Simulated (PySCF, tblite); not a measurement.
# CH₇ClNOSi₂ radical, a small gas-phase stand-in for a defect centre (C site with back bonds O[SiH3], N[SiH3], Cl): EPR parameters

Wanted: the EPR parameters for `[SiH3]N[C](Cl)O[SiH3]`. It is drawn as: dangling bond.

Programs: tblite 0.8.0 and PySCF 2.14.0. All values are calculated, for the isolated system unless a continuum is named. Atoms count from 0, parts from 1.

### Step 1. The system as given

13 atoms, charge 0, multiplicity 2; geometry: distance geometry start.

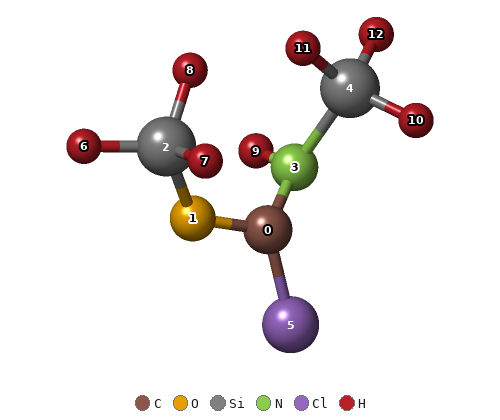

The starting geometry (carbon brown, oxygen amber, silicon grey, nitrogen green, chlorine purple, hydrogen red), atoms numbered.

### Step 2. Geometry optimisation with GFN2-xTB

Job settings and geometry (Å):

```
{"job": {"kind": "relax", "xc": "GFN2-xTB", "basis": "xTB"}, "charge": 0, "multiplicity": 2}
C      0.148014    -1.045021     0.483595
O     -0.644448     0.085970     0.290506
Si    -1.538900     0.481222    -1.187841
N     -0.600215    -2.294598     0.584924
Si    -0.844633    -3.211505    -0.960751
Cl     1.485041    -0.851020     1.553839
H     -2.344553     1.625632    -0.985146
H     -0.638268     0.709110    -2.272064
H     -2.388053    -0.629799    -1.534107
H     -1.393154    -2.291796     1.232080
H      0.423303    -3.472098    -1.556060
H     -1.605183    -2.442929    -1.869302
H     -1.511966    -4.446150    -0.693384
```

Method: GFN2-xTB geometry optimisation, gas phase.

The run is started by

```
$ OMP_NUM_THREADS=1 python cluster_run.py task.json out
```

One launch serves the whole session: the jobs run in the order shown.

Output:

```text
step      E/eV     max force
  0    -563.40844    2.682
  1    -563.70046    1.366
  2    -563.83769    0.728
  3    -563.86756    0.610
  4    -563.96594    0.635
  5    -563.99630    0.591
  6    -564.05487    0.491
  7    -564.08538    0.416
  8    -564.10810    0.322
  9    -564.12217    0.281
 10    -564.13179    0.313
 11    -564.14179    0.296
 12    -564.15407    0.314
 13    -564.16756    0.345
 14    -564.18066    0.261
 15    -564.19016    0.170
 16    -564.19559    0.189
 17    -564.19933    0.167
 18    -564.20269    0.124
 19    -564.20551    0.154
 20    -564.20815    0.155
 21    -564.21154    0.173
 22    -564.21622    0.233
 23    -564.22157    0.204
 24    -564.22603    0.164
 25    -564.22902    0.143
 26    -564.23165    0.144
 27    -564.23474    0.160
 28    -564.23760    0.142
 29    -564.23948    0.084
 30    -564.24054    0.102
 31    -564.24136    0.084
 32    -564.24228    0.083
 33    -564.24312    0.065
 34    -564.24384    0.094
 35    -564.24464    0.104
 36    -564.24598    0.112
 37    -564.24837    0.188
 38    -564.25191    0.225
 39    -564.25637    0.221
 40    -564.25993    0.289
 41    -564.26312    0.383
 42    -564.26823    0.166
 43    -564.27408    0.251
 44    -564.27953    0.301
 45    -564.28331    0.270
 46    -564.28640    0.147
 47    -564.28898    0.207
 48    -564.29173    0.313
 49    -564.29433    0.190
 50    -564.29677    0.160
 51    -564.29894    0.129
 52    -564.30328    0.169
 53    -564.30886    0.234
 54    -564.31418    0.230
 55    -564.31897    0.191
 56    -564.32478    0.161
 57    -564.33248    0.250
 58    -564.34482    0.421
 59    -564.35774    0.555
 60    -564.37423    0.456
 61    -564.38339    0.760
 62    -564.40523    0.590
 63    -564.41697    0.876
 64    -564.42894    0.318
 65    -564.43828    0.203
 66    -564.44985    0.258
 67    -564.45979    0.275
 68    -564.46691    0.219
 69    -564.46735    0.420
 70    -564.47527    0.241
 71    -564.47979    0.136
 72    -564.48646    0.137
 73    -564.49281    0.157
 74    -564.49606    0.152
 75    -564.49923    0.149
 76    -564.50241    0.170
 77    -564.50690    0.193
 78    -564.51324    0.216
 79    -564.51894    0.300
 80    -564.52696    0.274
 81    -564.53171    0.194
 82    -564.53650    0.137
 83    -564.53920    0.120
 84    -564.54187    0.118
 85    -564.54390    0.106
 86    -564.54590    0.129
 87    -564.54728    0.142
 88    -564.54992    0.147
 89    -564.55287    0.140
 90    -564.55630    0.138
 91    -564.55832    0.137
 92    -564.55984    0.101
 93    -564.56101    0.071
 94    -564.56179    0.067
 95    -564.56263    0.075
 96    -564.56366    0.078
 97    -564.56485    0.077
 98    -564.56563    0.073
 99    -564.56634    0.080
100    -564.56738    0.098
101    -564.56873    0.094
102    -564.57003    0.073
103    -564.57100    0.070
104    -564.57175    0.059
105    -564.57262    0.075
106    -564.57394    0.111
107    -564.57584    0.117
108    -564.57779    0.118
109    -564.57907    0.105
110    -564.57985    0.105
111    -564.58069    0.089
112    -564.58200    0.080
113    -564.58354    0.084
114    -564.58492    0.106
115    -564.58628    0.087
116    -564.58796    0.083
117    -564.58991    0.081
118    -564.59132    0.088
119    -564.59226    0.080
120    -564.59321    0.069
121    -564.59430    0.072
122    -564.59513    0.068
123    -564.59609    0.071
124    -564.59728    0.075
125    -564.59864    0.076
126    -564.60005    0.084
127    -564.60148    0.099
128    -564.60246    0.095
129    -564.60376    0.089
130    -564.60496    0.089
131    -564.60636    0.072
132    -564.60716    0.069
133    -564.60849    0.080
134    -564.60973    0.104
135    -564.61067    0.088
136    -564.61123    0.086
137    -564.61177    0.062
138    -564.61226    0.040
139    -564.61268    0.057
140    -564.61324    0.077
141    -564.61380    0.074
142    -564.61448    0.087
143    -564.61528    0.093
144    -564.61610    0.085
145    -564.61667    0.060
146    -564.61704    0.044
147    -564.61732    0.045
148    -564.61763    0.054
149    -564.61795    0.044
150    -564.61814    0.027
151    -564.61821    0.018
152    -564.61824    0.016
153    -564.61827    0.016
154    -564.61831    0.013
155    -564.61834    0.013
156    -564.61837    0.011
157    -564.61839    0.010
158    -564.61840    0.010
159    -564.61841    0.008
160    -564.61842    0.007
```

Wall time 5.5 s (1 thread of Arm Neoverse V1, shared host).

Along the way:

```tsv
step	energy from step 0 (eV)	largest force (eV/Å)
0	0.0000	2.6819
6	-0.6464	0.4908
12	-0.7456	0.3139
18	-0.7942	0.1249
24	-0.8176	0.1643
30	-0.8321	0.1013
36	-0.8375	0.1123
42	-0.8598	0.1662
48	-0.8833	0.3121
54	-0.9057	0.2299
60	-0.9658	0.4557
66	-1.0414	0.2583
72	-1.0780	0.1377
78	-1.1048	0.2165
84	-1.1334	0.1178
90	-1.1479	0.1381
96	-1.1552	0.0780
102	-1.1616	0.0728
108	-1.1694	0.1181
114	-1.1765	0.1060
120	-1.1848	0.0691
126	-1.1916	0.0840
132	-1.1987	0.0690
138	-1.2038	0.0399
144	-1.2077	0.0845
150	-1.2097	0.0265
156	-1.2099	0.0112
160	-1.2100	0.0073
```

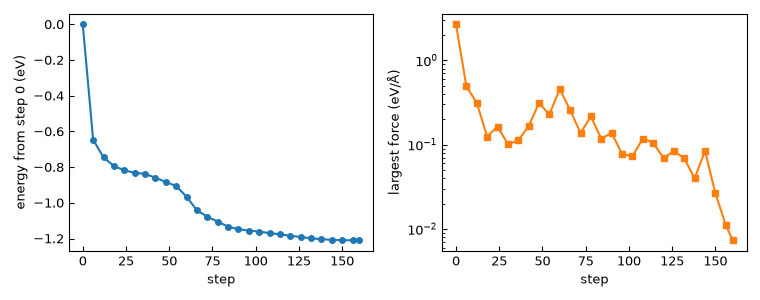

Energy and force, step by step.

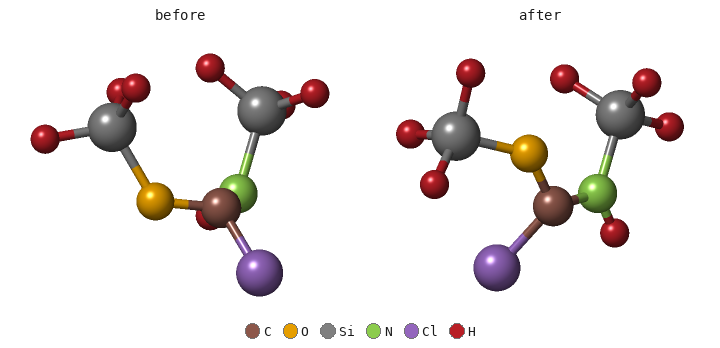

Before and after, at one scale.

Close pairs (by a distance rule), those that changed most:

```tsv
bond	before (Å)	after (Å)	change (Å)
O1–Si2	1.773	1.639	-0.134
C0–N3	1.460	1.367	-0.093
N3–Si4	1.814	1.743	-0.070
C0–O1	1.394	1.334	-0.061
Si4–H11	1.412	1.464	+0.051
Si2–H6	1.414	1.463	+0.048
C0–Cl5	1.724	1.762	+0.038
Si4–H10	1.425	1.461	+0.036
```

### Step 3. Relaxing the molecule at PBE0-D3(BJ)/def2-SVP

Job settings and geometry (Å):

```
{"job": {"xc": "PBE0", "basis": "def2-SVP", "d3": "d3bj", "grid": 2, "kind": "geom", "shake": 0.01}, "charge": 0, "multiplicity": 2}
C      0.558423     0.210498     0.989246
O      0.356145     0.783654    -0.218432
Si    -0.440875     2.145596    -0.699139
N      0.505082    -1.127129     0.995318
Si     0.183095    -2.062071    -0.460851
Cl    -0.267738     1.054562     2.323646
H      0.137641     3.312836    -0.000018
H     -0.073434     2.085321    -2.108523
H     -1.852512     2.038864    -0.382374
H      0.572453    -1.548486     1.918990
H      1.225396    -1.760133    -1.414556
H     -1.129161    -1.740529    -0.990664
H      0.235694    -3.410354     0.054762
```

Output:

```text
step   0  E = -1210.42496094  max force = 0.037369
step   1  E = -1210.43429495  max force = 0.008199
step   2  E = -1210.43473401  max force = 0.006173
step   3  E = -1210.43527584  max force = 0.002854
step   4  E = -1210.43539760  max force = 0.001529
step   5  E = -1210.43553868  max force = 0.001558
step   6  E = -1210.43570828  max force = 0.001451
step   7  E = -1210.43578051  max force = 0.001260
step   8  E = -1210.43581943  max force = 0.000805
step   9  E = -1210.43583053  max force = 0.000559
step  10  E = -1210.43583747  max force = 0.000197
optimisation converged
```

Run time: 3.9 min. Hardware: 1 thread of Arm Neoverse V1, shared host; peak memory 0.69 GiB.

Relaxation path:

```tsv
step	energy from step 0 (eV)	largest force component (eV/Å)
0	0.0000	1.9216
1	-0.2540	0.4216
2	-0.2659	0.3174
3	-0.2807	0.1468
4	-0.2840	0.0786
5	-0.2878	0.0801
6	-0.2925	0.0746
7	-0.2944	0.0648
8	-0.2955	0.0414
9	-0.2958	0.0287
10	-0.2960	0.0101
```

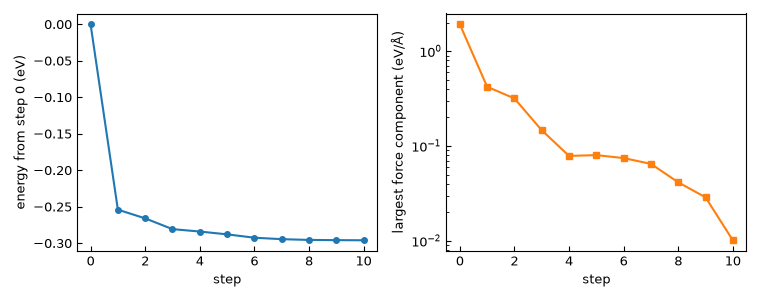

Energy and largest force along the relaxation.

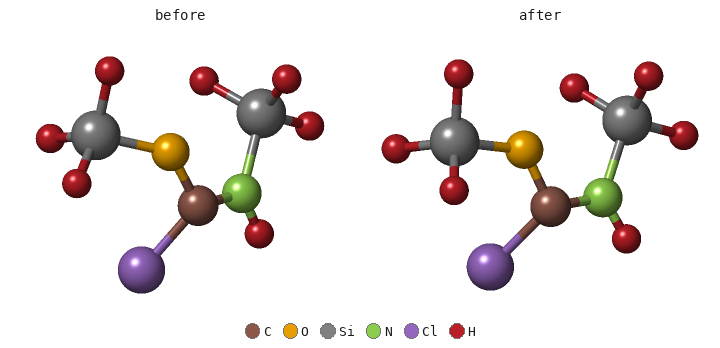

The geometry before (left) and after (right).

Close pairs (by a distance rule), those that changed most:

```tsv
bond	before (Å)	after (Å)	change (Å)
O1–Si2	1.650	1.700	+0.050
C0–Cl5	1.782	1.830	+0.048
Si4–H12	1.444	1.492	+0.047
Si4–H10	1.445	1.491	+0.046
Si4–H11	1.451	1.492	+0.040
Si2–H8	1.451	1.487	+0.036
Si2–H7	1.458	1.486	+0.028
C0–N3	1.339	1.367	+0.028
```

The final coordinates are the input of the step that follows.

```tsv
at the end point	value
point group (found at 0.08 Å tolerance)	C1
rotational constants (GHz, main isotopes)	2.325, 1.252, 0.858
dipole moment (D)	0.90
⟨S²⟩	0.753
```

### Step 4. EPR parameters: B3LYP/IGLO-III+pcH-1

Job settings and geometry (Å):

```
{"job": {"kind": "epr"}, "charge": 0, "multiplicity": 2}
C      0.775265     0.348983     1.460596
O      0.461662     0.776339     0.228063
Si     0.034869     2.371026    -0.175895
N      0.941228    -1.007338     1.501204
Si     0.631802    -2.069053     0.127133
Cl    -0.282156     1.064920     2.771645
H      0.937247     3.325155     0.524244
H      0.235670     2.421901    -1.647608
H     -1.390525     2.628140     0.159359
H      1.238052    -1.379149     2.395561
H      1.548682    -1.786096    -1.013462
H     -0.780837    -1.980257    -0.343139
H      0.905563    -3.435508     0.659369
```

Level: UKS B3LYP, IGLO-III on C Cl N O Si, pcH-1 on H, non-relativistic, mean-field spin-orbit, GIAO.

Output:

```text
UKS, coarse grid
  cycle   1  E = -1211.53068295  |g| = 5.58e-01
  cycle   2  E = -1211.33970840  |g| = 9.14e-01
  cycle   3  E = -1211.62840940  |g| = 1.18e-01
  cycle   4  E = -1211.63259358  |g| = 6.10e-02
  cycle   5  E = -1211.63400175  |g| = 1.49e-02
  cycle   6  E = -1211.63409945  |g| = 5.56e-03
  cycle   7  E = -1211.63411435  |g| = 9.80e-04
  cycle   8  E = -1211.63411609  |g| = 4.31e-04
UKS, final grid
  cycle   1  E = -1211.63415048  |g| = 4.35e-04
  cycle   2  E = -1211.63415043  |g| = 6.07e-04
  cycle   3  E = -1211.63415057  |g| = 1.08e-04
  cycle   4  E = -1211.63415058  |g| = 3.06e-05
  cycle   5  E = -1211.63415058  |g| = 2.09e-05
E = -1211.63415058 Eh   <S^2> = 0.7529 (exact 0.7500)
g shifts (ppm)      1          2          3
  rmc          -231       -231       -231
  gc             18         16        -10
  oz_so        -245       1886       4326
  total        -458       1672       4085
hyperfine (MHz)  atom isotope    a_iso     a_fc   dipolar eigenvalues
    0   13C     507.48     507.30    -61.51    -58.24    119.74
    1   17O     -13.04     -12.97    -32.17     15.32     16.85
    2  29Si      -4.68      -4.69     -1.34      0.55      0.79
    3   14N      13.56      13.55     -5.75     -5.15     10.90
    4  29Si     -11.06     -11.11     -6.33      2.61      3.72
    5  35Cl      71.18      71.05    -30.15    -26.79     56.94
    6    1H       3.06       3.06     -2.42     -2.22      4.63
    7    1H      -1.57      -1.58     -1.60     -1.32      2.91
    8    1H       1.24       1.24     -1.63     -1.38      3.01
    9    1H       2.28       2.25     -7.56     -6.17     13.73
   10    1H       2.83       2.83     -1.68     -1.51      3.19
   11    1H      19.22      19.21     -1.86     -1.01      2.87
   12    1H       0.17       0.17     -1.65     -1.36      3.00
```

It took 2.1 min on 1 thread of Arm Neoverse V1, shared host; peak memory 1 GiB.

Principal g values 2.00186, 2.00399, 2.00640; g(iso) = 2.00409, against 2.00232 for a free electron.

Hyperfine couplings, nucleus by nucleus at this fixed geometry (no averaging over rotations):

```tsv
nuclei	isotope	a(iso) (MHz)	a(iso) (G, at g = 2.0023)	largest dipolar term (MHz)
C0	13C	507.5	181.1	119.7
Cl5	35Cl	71.2	25.4	56.9
H11	1H	19.2	6.9	2.9
N3	14N	13.6	4.8	10.9
O1	17O	-13.0	-4.7	-32.2
Si4	29Si	-11.1	-3.9	-6.3
Si2	29Si	-4.7	-1.7	-1.3
H6	1H	3.1	1.1	4.6
H10	1H	2.8	1.0	3.2
H9	1H	2.3	0.8	13.7
H7	1H	-1.6	-0.6	2.9
H8	1H	1.2	0.4	3.0
H12	1H	0.2	0.1	3.0
```

Mulliken spin populations:

C0 0.74; O1 0.04; Si2 0.00; N3 0.05; Si4 0.03; Cl5 0.13; H6 0.00; H7 0.00; H8 0.00; H9 -0.01; H10 0.00; H11 0.01; H12 0.00

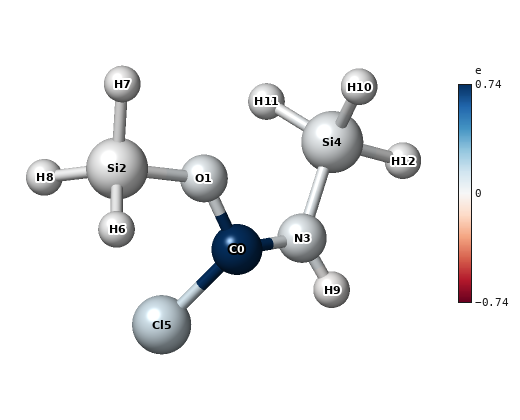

Mulliken spin populations, as colours on the atoms.

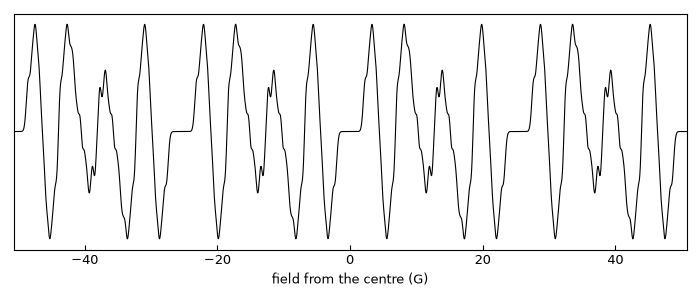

First-order isotropic spectrum (first derivative, main isotopes with spin only, couplings over 0.8 MHz, Gaussian width 0.3 G; couplings of the frozen geometry, rotation of groups not averaged beyond the rows shown).

### Step 5. EPR parameters: BHandHLYP/IGLO-III+pcH-1

Same as in step 4 but for these lines:

```diff
@@ -1,2 +1,2 @@
-{"job": {"kind": "epr"}, "charge": 0, "multiplicity": 2}
+{"job": {"kind": "epr", "xc": "BHandHLYP"}, "charge": 0, "multiplicity": 2}
 C      0.775265     0.348983     1.460596
```

Level: UKS BHandHLYP, IGLO-III on C Cl N O Si, pcH-1 on H, non-relativistic, mean-field spin-orbit, GIAO.

Output:

```text
UKS, coarse grid
  cycle   1  E = -1211.37337987  |g| = 4.91e-01
  cycle   2  E = -1211.36614643  |g| = 5.51e-01
  cycle   3  E = -1211.47090754  |g| = 6.12e-02
  cycle   4  E = -1211.47261191  |g| = 3.00e-02
  cycle   5  E = -1211.47306991  |g| = 9.97e-03
  cycle   6  E = -1211.47316271  |g| = 4.60e-03
  cycle   7  E = -1211.47318688  |g| = 1.58e-03
  cycle   8  E = -1211.47319310  |g| = 6.03e-04
UKS, final grid
  cycle   1  E = -1211.47321360  |g| = 3.93e-04
  cycle   2  E = -1211.47321382  |g| = 3.19e-04
  cycle   3  E = -1211.47321390  |g| = 1.61e-04
  cycle   4  E = -1211.47321397  |g| = 6.91e-05
  cycle   5  E = -1211.47321398  |g| = 1.24e-05
E = -1211.47321398 Eh   <S^2> = 0.7554 (exact 0.7500)
g shifts (ppm)      1          2          3
  rmc          -235       -235       -235
  gc             13         17         -5
  oz_so        -222       1736       4098
  total        -443       1519       3859
hyperfine (MHz)  atom isotope    a_iso     a_fc   dipolar eigenvalues
    0   13C     544.84     544.67    -67.38    -61.67    129.04
    1   17O     -16.89     -16.82    -32.75     15.27     17.47
    2  29Si      -2.96      -2.97     -1.28      0.43      0.85
    3   14N      13.10      13.09     -5.65     -5.25     10.91
    4  29Si      -7.87      -7.91     -5.67      2.19      3.47
    5  35Cl      69.71      69.61    -30.96    -26.09     57.06
    6    1H       1.48       1.48     -2.47     -2.30      4.77
    7    1H      -1.65      -1.65     -1.58     -1.34      2.92
    8    1H       0.61       0.60     -1.67     -1.41      3.08
    9    1H       1.02       0.99     -7.84     -6.40     14.24
   10    1H       1.88       1.88     -1.68     -1.57      3.25
   11    1H      16.95      16.95     -1.77     -1.10      2.86
   12    1H       0.50       0.50     -1.57     -1.35      2.92
```

It took 2.1 min on 1 thread of Arm Neoverse V1, shared host; peak memory 0.97 GiB.

In short: g(iso) 2.00396.

### Step 6. Comparing the runs: EPR parameters

g, ⟨S²⟩ and isotropic hyperfine couplings (MHz), with basis size and wall time:

```tsv
run	g(iso)	⟨S²⟩	13C C0	35Cl Cl5	1H H11	14N N3	17O O1	functions	time
B3LYP/IGLO-III+pcH-1	2.00409	0.753	507.5	71.2	19.2	13.6	-13.0	307	2.1 min
BHandHLYP/IGLO-III+pcH-1	2.00396	0.755	544.8	69.7	17.0	13.1	-16.9	307	2.1 min
```

### Step 7. Summary of results

| quantity | value |
| --- | --- |
| point group | C1 |
| rotational constants (main isotopes) | 2.32, 1.25, 0.86 GHz |
| g(iso) (B3LYP) | 2.00409 |
| ⟨S²⟩ | 0.753 (exact 0.75) |
| largest a(iso) | 13C on C0, 507.5 MHz |

What this shows: The start of the PBE0/def2-SVP relaxation was shaken at random by about 0.01 Å, so part of the energy gained, and of the first lengths quoted, undoes that. Over 10 steps the energy fell by 0.296 eV; of the close pairs, O1–Si2 changed most, 1.650 to 1.700 Å (PBE0/def2-SVP). Most of the unpaired spin sits on C0 (0.74 e). The isotropic g lies 1.8 ppt above the free-electron value. The coupling of 13C on C0 runs from 507.5 (B3LYP/IGLO-III+pcH-1) to 544.8 MHz (BHandHLYP/IGLO-III+pcH-1). A capped cluster stands for the solid here, so long-range fields and strain are missing, and bands or shifts of the capping hydrogens have no counterpart in it.
